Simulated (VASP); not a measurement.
Band structure of Ni3Al (L1_2). Level of theory: revPBE GGA, VASP's PBE PAW potentials (set 64) (plane waves; VASP).

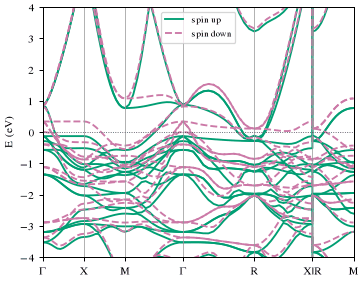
Bands along high-symmetry lines, zero at the valence-band maximum or, without a gap, the Fermi level

Problem. Read the plot: is there a gap, and where are the band edges?

Solution. It has no gap at this level: it comes out as a metal or semimetal. (Edges off the drawn lines would not show.)

The compound is Ni3Al in the L1_2 structure. It was relaxed first.
